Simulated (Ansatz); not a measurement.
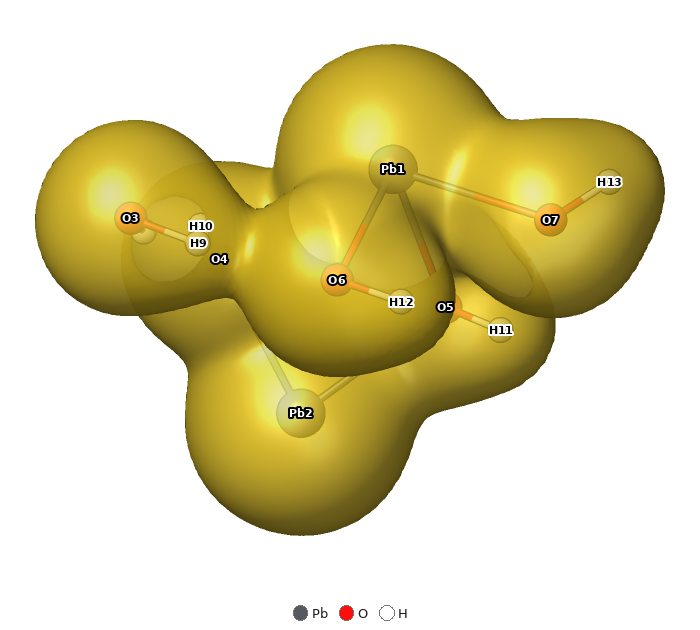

Figure 1: H4O4Pb2···H2O (charge −1, doublet). Isosurface of the electron density at 0.1 e/Å³ (yellow), seen from one side.

Geometry: r2SCAN-D4/def2-SVPD; core potentials replace the inner electrons of Pb.

All numbers below come from Ansatz, UKS PBE0-D4/def2-TZVPD.

Input

```
crystal:
  periodic: [false, false, false]
  atoms:
    - {symbol: Pb, position_ang: [0.645689, 0.469451, -1.067506]}
    - {symbol: Pb, position_ang: [0.223253, -2.220857, 1.406899]}
    - {symbol: O, position_ang: [-2.952011, 0.226102, -0.481728]}
    - {symbol: O, position_ang: [-0.906369, -1.695678, -0.476897]}
    - {symbol: O, position_ang: [1.837469, -0.996367, 0.342139]}
    - {symbol: O, position_ang: [-0.608567, 1.165381, 0.582993]}
    - {symbol: O, position_ang: [2.144048, 1.821551, -0.035606]}
    - {symbol: H, position_ang: [-2.423158, -0.594886, -0.532557]}
    - {symbol: H, position_ang: [-2.318640, 0.793249, 0.004288]}
    - {symbol: H, position_ang: [-0.801734, -2.414562, -1.111498]}
    - {symbol: H, position_ang: [2.226943, -0.258535, 0.843969]}
    - {symbol: H, position_ang: [-0.042795, 1.801022, 1.041843]}
    - {symbol: H, position_ang: [2.975882, 1.904128, -0.516320]}
basis:
  gaussian: {orbitals: def2-TZVPD, initial_orbitals: start.molden}
total_charge: -1
magnetization: {spin_polarized: true, initial_magnetization: 1}
hamiltonian: {xc: pbe0, dispersion: d4}
scf: {omitted_lower_state_checks: [starts]}
output: {orbitals: {seedname: orbitals}}
```

Command:

```sh
ansatz run in.yaml --threads 4 --pin off --events-out ev --progress --plain --max-ram 8704MiB
```

**Which contacts does the surface bridge?**

At this value the surface is in one piece. It bridges the sampled O···H (1.84 Å), Pb–O (2.19 Å), O–H (0.96 Å) and Pb–O (2.26 Å) contacts, where the density stays above the isovalue. On the grid the lowest density along these lines, outside the cores, is 0.21 e/Å³ (O···H, 1.84 Å), 0.6 e/Å³ (Pb–O, 2.19 Å), 2.4 e/Å³ (O–H, 0.96 Å) and 0.5 e/Å³ (Pb–O, 2.26 Å).
